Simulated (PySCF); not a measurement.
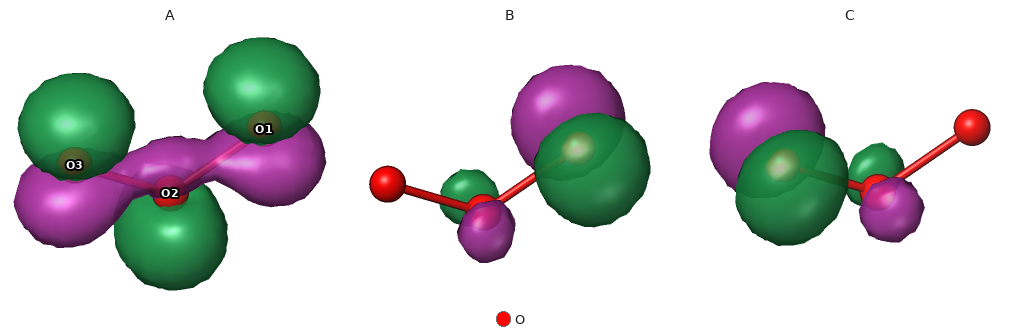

Figure. O3, SMILES `[O-][O+]=O`. Natural orbitals of the π active space, CASSCF(4,3), triplet state at the geometry of the singlet, in order of falling occupation.

Computed with PySCF, 6-31+G* basis, geometry: GFN2-xTB. No frequency check shows the geometry to be a minimum.

Input

```python
import numpy as np
from pyscf import gto, scf, dft, mcscf, mrpt
from pyscf.mcscf import avas

def solve(mol, dm0=None, hcore=None):
    mf = scf.ROHF(mol) if mol.spin else scf.RHF(mol)
    mf = mf.density_fit(auxbasis='def2-universal-jkfit')
    mf.conv_tol, mf.max_cycle = 1e-8, 80
    if hcore is not None:
        mf.get_hcore = lambda *args: hcore
    mf.kernel(dm0)
    if not mf.converged:
        mf = mf.newton().run(mf.mo_coeff, mf.mo_occ, max_cycle=30)
    assert mf.converged, 'SCF not converged'
    return mf

mol = gto.M(atom='''
O     -1.07255    -0.20490     0.00000
O      0.00001     0.40980     0.00000
O      1.07254    -0.20490     0.00000
''', basis='6-31+g*', charge=0, spin=0, verbose=4)
mf = solve(mol)
ncas, nel, orbs = avas.avas(mf, ['O 2pz'], threshold=0.5, openshell_option=3)
print('active space', nel, ncas)
assert 2 <= ncas <= 10, 'active space too large or empty'
mc = mcscf.CASSCF(mf, ncas, nel)
mc.natorb, mc.max_cycle_macro = True, 60
mc.fix_spin_(ss=mol.spin / 2 * (mol.spin / 2 + 1))
mc.kernel(orbs)
occ = mc.mo_occ[mc.ncore:mc.ncore + ncas]
print('natural occupations', occ.round(4))
e2 = mrpt.NEVPT(mc).kernel()
out = dict(c=mc.mo_coeff[:, mc.ncore:mc.ncore + ncas], occ=occ, e=mc.e_tot, e2=e2, ehf=mf.e_tot, ok=mc.converged, nel=nel, w0=abs(mc.ci).max() ** 2, dm=mc.make_rdm1())
# the other spin state at the same geometry
other = mol.copy().set(spin=2).build()
mo = scf.ROHF(other).density_fit(auxbasis='def2-universal-jkfit').run()
na = (nel + other.spin) // 2
m2 = mcscf.CASSCF(mo, ncas, (na, nel - na))
m2.natorb = True
m2.fix_spin_(ss=other.spin / 2 * (other.spin / 2 + 1))
m2.kernel(mc.mo_coeff)
e2o = mrpt.NEVPT(m2).kernel()
print('other state above this one / eV: CASSCF', (m2.e_tot - mc.e_tot) * 27.211386, 'NEVPT2', (m2.e_tot + e2o - mc.e_tot - e2) * 27.211386)
np.savez('result.npz', eo=m2.e_tot, e2o=e2o, oko=m2.converged, occo=m2.mo_occ[mc.ncore:mc.ncore + ncas], co=m2.mo_coeff[:, mc.ncore:mc.ncore + ncas], **out)
```

Command:

```sh
OMP_NUM_THREADS=1 python input.py
```

The run took 3.7 s on 1 thread of Intel(R) Xeon(R) Platinum 8259CL CPU @ 2.50GHz (Skylake/Cascade Lake), on a shared host, peak memory 0.18 GiB.

### What are the natural occupation numbers?

A 2.00, B 1.00, C 1.00.

### Where does the lowest triplet lie relative to the singlet, at this geometry and within this active space?

2.62 eV above it by strongly contracted NEVPT2 (+1.33 eV by CASSCF); a small basis tends to put such gaps a few tenths of an eV too high. This is a vertical energy for π states alone; a state that uses lone pairs or σ orbitals may lie lower.
